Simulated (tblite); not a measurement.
# C4H10AlCl3O (AlCl3.OEt2): the cost of one run

Programs: PySCF 2.14.0 with density-fitted response routines of our own, and tblite 0.8.0. All values are computed, except where a source is named. Atoms count from 0 throughout.

## Step 1: The molecule as given

19 atoms, charge 0, multiplicity 1; geometry from: UFF geometry.

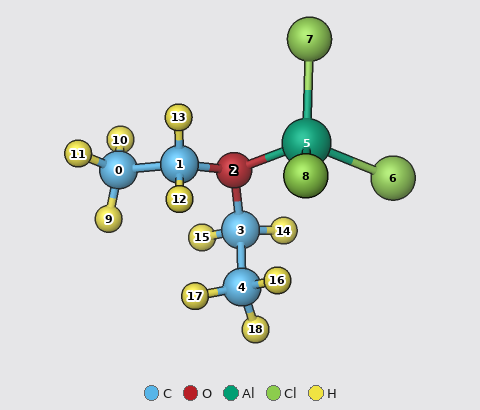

The starting geometry (carbon blue, oxygen red, aluminium teal, chlorine green, hydrogen yellow), atoms numbered.

## Step 2: GFN2-xTB relaxation, conformer 1

Job settings and geometry (Å):

```
{"job": {"xc": "GFN2-xTB", "basis": "xTB", "kind": "relax"}, "charge": 0, "multiplicity": 1}
C     -2.139700    -0.769900    -0.322500
C     -1.163900     0.168100     0.375300
O     -0.082500     0.571100    -0.466500
C      0.763600    -0.492700    -0.884200
C      1.409300    -1.319700     0.265600
Al     0.836900     2.042100     0.258000
Cl     2.838800     2.283500    -0.674300
Cl    -0.322400     3.884600    -0.109000
Cl     1.098000     1.796700     2.449100
H     -1.726400    -1.786800    -0.427600
H     -2.411600    -0.361800    -1.323200
H     -3.080400    -0.855100     0.283800
H     -0.801800    -0.302700     1.336200
H     -1.752400     1.052900     0.686400
H      1.571100    -0.098000    -1.525200
H      0.206600    -1.191900    -1.530300
H      1.916000    -0.660200     0.999400
H      0.656700    -1.957400     0.770600
H      2.174300    -1.993600    -0.169100
```

Command:

```console
$ OMP_NUM_THREADS=1 python ens_run.py task.json out
```

One launch serves the whole session.

**Question.** How long does this first job take on 1 thread of Arm Neoverse V1, shared host?

About 2.1 s.
